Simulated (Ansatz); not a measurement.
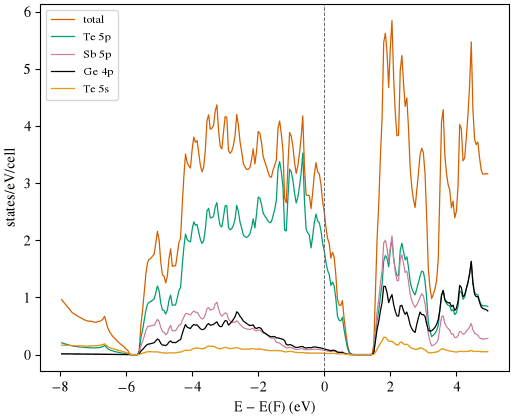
Fig. 1. Total and projected density of states of GeSbTe3 in space group R3m (No. 160; Pearson symbol hR5), DFT-r²SCAN+D4 in the program Ansatz with PAW potentials

Q: Which orbitals carry the states next to the Fermi level?

A: Within 0.5 eV of the Fermi level: Te 5p 73 %, Ge 4s 9 %, Sb 5s 8 %. Projections are on Löwdin-orthogonalised atomic valence shells; empty p or d shells of many metals are not among them.

Q: Where is the tallest occupied peak in this window, and what makes it?

A: Near -3.2 eV, about 4.4 states/eV per cell; the largest projected share is Te 5p.

The workflow started from a Materials Project entry (that database holds measured and hypothetical structures alike); the Crystallography Open Database copy checked does not list it. Whether it is the stable phase at ambient conditions was not checked. The cell was relaxed with r²SCAN+D4 under the symmetry of its start; whether a distortion lowers the energy is not shown. With an odd number of electrons in the cell and no spin polarisation, the count alone makes it a metal. Spin–orbit coupling is left out wherever it is not named.

Potentials: the later of the program's two PAW sets.
